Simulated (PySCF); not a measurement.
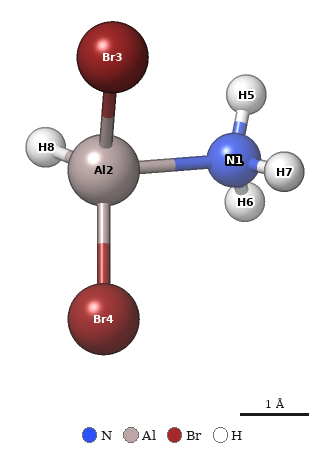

This is the input geometry for a relaxation of AlNH$_{4}$Br$_{2}$. Style: ball-and-stick. Shown at a tilt.

The start comes from GFN2-xTB. Its atoms were then displaced at random by about 0.01 Å.

Method: PySCF, PBE0-D3(BJ)/def2-SVP geometry optimisation, gas phase.

```xyz
8

N    -1.0175   -0.0540   -0.0346
Al    1.0552    0.0229    0.1677
Br    1.4338    2.0212   -0.8393
Br    1.6089   -1.9513   -0.8065
H    -1.4615    0.7892    0.3792
H    -1.4388   -0.8458    0.4135
H    -1.3258   -0.0506   -1.0173
H     1.2008    0.0493    1.6848
```

Q: What does the optimiser find from here?

A: The largest move after the best rigid fit is that of Br4, 0.14 Å. Largest moves by element: Br 0.14 Å, H 0.14 Å, Al 0.09 Å, N 0.03 Å. Some distances before and after: Al2–H8 1.524 → 1.581 Å, N1–Al2 2.084 → 2.032 Å, Al2–Br3 2.269 → 2.292 Å, N1–H6 1.003 → 1.022 Å. Among the angles between lasting bonds that change: Br3–Al2–Br4 122.3° → 114.7°, Al2–N1–H7 113.0° → 108.1°, N1–Al2–H8 101.1° → 105.5°. The energy falls by 2.13 kcal/mol in 6 geometry steps.

The structure at the end:

```xyz
8

N    -1.0050   -0.0365   -0.0178
Al    1.0093    0.0303    0.2427
Br    1.3958    1.9703   -0.9145
Br    1.5239   -1.8861   -0.9035
H    -1.4729    0.7975    0.3433
H    -1.4337   -0.8592    0.4119
H    -1.1935   -0.0827   -1.0222
H     1.2313    0.0472    1.8077
```

The end point in the same view:

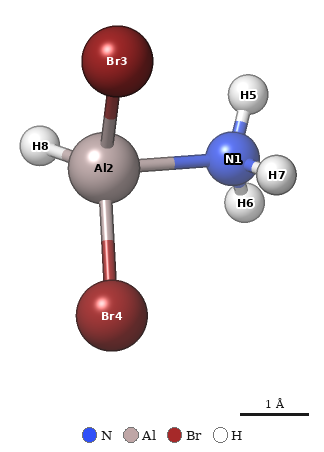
